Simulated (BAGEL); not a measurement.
# HF/def2-SVPD (density fitting with qzvpp-jkfit) run of SiHF3 (SMILES F[SiH](F)F)

What is the energy change on altering one bond length of SiHF3 at HF/def2-SVPD (density fitting with qzvpp-jkfit)? 

Program for the calculation: BAGEL 1.2.2.

4 further runs of the same task are left out: 1 that didn't finish, 3 set aside as unsound or not needed.

## (1) The system as given

SiHF3: 5 atoms, total charge 0, spin state singlet. As SMILES, `F[SiH](F)F`. The shape is that of a PBE0-D4/def2-TZVP optimisation.

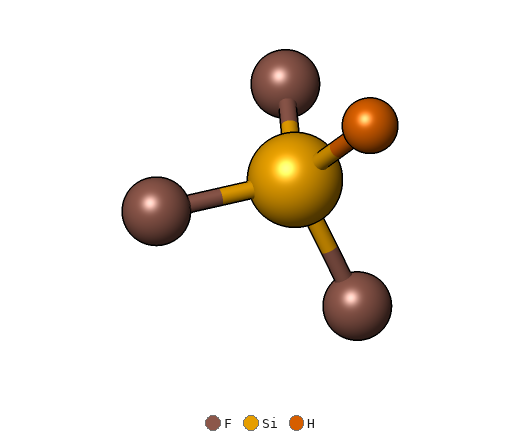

Viewed from a chosen angle; fluorine brown, silicon amber, hydrogen orange.

## (2) The energy at HF/def2-SVPD (density fitting with qzvpp-jkfit)

File job.json:

```json
{ "bagel" : [

{
  "title" : "molecule",
  "basis" : "def2-svpd.json",
  "df_basis" : "qzvpp-jkfit",
  "angstrom" : true,
  "geometry" : [
    { "atom" : "F", "xyz" : [   -0.447100,   -0.082200,    1.491300 ] },
    { "atom" : "Si", "xyz" : [    0.040700,    0.001700,   -0.001800 ] },
    { "atom" : "F", "xyz" : [   -0.597100,    1.281400,   -0.657200 ] },
    { "atom" : "F", "xyz" : [   -0.495900,   -1.263300,   -0.767200 ] },
    { "atom" : "H", "xyz" : [    1.499400,    0.062400,   -0.065100 ] }
  ]
},
{
  "title" : "hf",
  "charge" : 0
},
{
  "title" : "print",
  "file" : "orbitals.molden",
  "orbitals" : true
}

]}
```

The basis set def2-SVPD is read from a file made from the Basis Set Exchange's data (not shown).

Command:

```
$ BAGEL_NUM_THREADS=1 BAGEL job.json > job.out
```

Output:

```text
* using 1 threads per process

  ===============================================================
  ===============================================================

  *** Geometry ***

  { "atom" : "F", "xyz" : [     -0.844897,     -0.155335,      2.818149 ] },
  { "atom" : "Si", "xyz" : [      0.076912,      0.003213,     -0.003402 ] },
  { "atom" : "F", "xyz" : [     -1.128355,      2.421495,     -1.241928 ] },
  { "atom" : "F", "xyz" : [     -0.937115,     -2.387291,     -1.449798 ] },
  { "atom" : "H", "xyz" : [      2.833455,      0.117919,     -0.123021 ] },

  Number of auxiliary basis functions:      377

  Since a DF basis is specified, we compute 2- and 3-index integrals:
    o Being stored without compression. Storage requirement is 0.031 GB

  Number of basis functions:      101
  Number of electrons      :       42

    * METHOD: MOLECULE                             0.12

  *** RHF ***

  === Nuclear Repulsion ===
   188.4078504027

      * DIIS with orbital gradients will be used.

  === RHF iteration (def2-svpd.json) ===
      0       -587.24850026          0.02825686           0.05
      1       -587.52274521          0.02047036           0.05
      2       -587.70853494          0.00136114           0.05
      3       -587.70978329          0.00013913           0.05
      4       -587.70980067          0.00002700           0.05
      5       -587.70980154          0.00000578           0.05
      6       -587.70980158          0.00000116           0.05
      7       -587.70980158          0.00000027           0.05
      8       -587.70980158          0.00000013           0.05
      9       -587.70980158          0.00000002           0.05
     10       -587.70980158          0.00000000           0.05
    * SCF iteration converged.

    * Permanent dipole moment:
           (   -0.625925,    -0.026079,     0.027415) a.u.

    * METHOD: HF                                   0.66

    * METHOD: PRINT                                0.02

  ===============================================================
```

Run time: 0.96 s. Hardware: 1 thread of Arm Neoverse V2, shared host.

## (3) The distorted shape, same level

File calc.json:

```json
{ "bagel" : [

{
  "title" : "molecule",
  "basis" : "def2-svpd.json",
  "df_basis" : "qzvpp-jkfit",
  "angstrom" : true,
  "geometry" : [
    { "atom" : "F", "xyz" : [       0.196830,       1.435823,       2.409794 ] },
    { "atom" : "Si", "xyz" : [       0.684630,       1.519723,       0.916694 ] },
    { "atom" : "F", "xyz" : [       0.046830,       2.799423,       0.261294 ] },
    { "atom" : "F", "xyz" : [      -0.495900,      -1.263300,      -0.767200 ] },
    { "atom" : "H", "xyz" : [       2.143330,       1.580423,       0.853394 ] }
  ]
},

{
  "title" : "hf"
},

{
  "title" : "print",
  "file" : "orbitals.molden",
  "orbitals" : true
}

]}
```

The basis set def2-SVPD is read from a file made from the Basis Set Exchange's data (not shown).

Command:

```
$ BAGEL_NUM_THREADS=1 BAGEL calc.json > calc.out
```

Output:

```text
* using 1 threads per process

  ===============================================================
  ===============================================================

  *** Geometry ***

  { "atom" : "F", "xyz" : [      0.371955,      2.713312,      4.553851 ] },
  { "atom" : "Si", "xyz" : [      1.293763,      2.871860,      1.732301 ] },
  { "atom" : "F", "xyz" : [      0.088496,      5.290143,      0.493774 ] },
  { "atom" : "F", "xyz" : [     -0.937115,     -2.387291,     -1.449798 ] },
  { "atom" : "H", "xyz" : [      4.050307,      2.986567,      1.612681 ] },

  Number of auxiliary basis functions:      377

  Since a DF basis is specified, we compute 2- and 3-index integrals:
    o Being stored without compression. Storage requirement is 0.031 GB

  Number of basis functions:      101
  Number of electrons      :       42

    * METHOD: MOLECULE                             0.12

  *** RHF ***

  === Nuclear Repulsion ===
   151.1664114060

      * DIIS with orbital gradients will be used.

  === RHF iteration (def2-svpd.json) ===
      0       -586.77973591          0.03064225           0.06
      1       -585.60066636          0.05017379           0.05
      2       -587.33542041          0.01108013           0.05
      3       -587.41551365          0.00226230           0.05
      4       -587.42011030          0.00066236           0.05
      5       -587.42075334          0.00028013           0.06
      6       -587.42094435          0.00018378           0.05
      7       -587.42104943          0.00005866           0.05
      8       -587.42106386          0.00003118           0.06
      9       -587.42106849          0.00001390           0.05
     10       -587.42106924          0.00000795           0.05
     11       -587.42106953          0.00000425           0.05
     12       -587.42106960          0.00000260           0.05
     13       -587.42106962          0.00000093           0.05
     14       -587.42106962          0.00000027           0.05
     15       -587.42106962          0.00000012           0.06
     16       -587.42106962          0.00000004           0.06
     17       -587.42106962          0.00000002           0.06
     18       -587.42106962          0.00000001           0.05
     19       -587.42106962          0.00000001           0.06
    * SCF iteration converged.

    * Permanent dipole moment:
           (   -2.076943,    -3.244457,    -1.913938) a.u.

    * METHOD: HF                                   1.20

    * METHOD: PRINT                                0.02

  ===============================================================
```

Wall time 1.5 s (1 thread of Arm Neoverse V2, shared host).

## (4) Outcome

Level: HF/def2-SVPD (density fitting with qzvpp-jkfit).

| quantity | value |
| --- | --- |
| first shape: total energy | -587.70980 Eh |
| first shape: dipole moment | 1.59 D |
| first shape: HOMO energy | -15.42 eV |
| first shape: LUMO energy | 2.40 eV |
| first shape: HOMO–LUMO gap | 17.82 eV |
| distorted shape: total energy | -587.42107 Eh |
| distorted shape: dipole moment | 10.93 D |
| distorted shape: HOMO energy | -10.66 eV |
| distorted shape: LUMO energy | -3.09 eV |
| distorted shape: HOMO–LUMO gap | 7.57 eV |
| energy change with the Si2–F4 bond stretched from 1.573 to 3.460 Å | 7.857 eV |

One bond (distorted shape) is far stretched, which a spin-restricted single reference describes badly; a broken-symmetry solution may lie lower. With the Si2–F4 bond stretched from 1.573 to 3.460 Å the energy rises by 7.86 eV (758 kJ/mol). The first shape isn't relaxed at this level, so the change isn't measured from a minimum. A restricted reference can't describe the breaking bond well at this length.
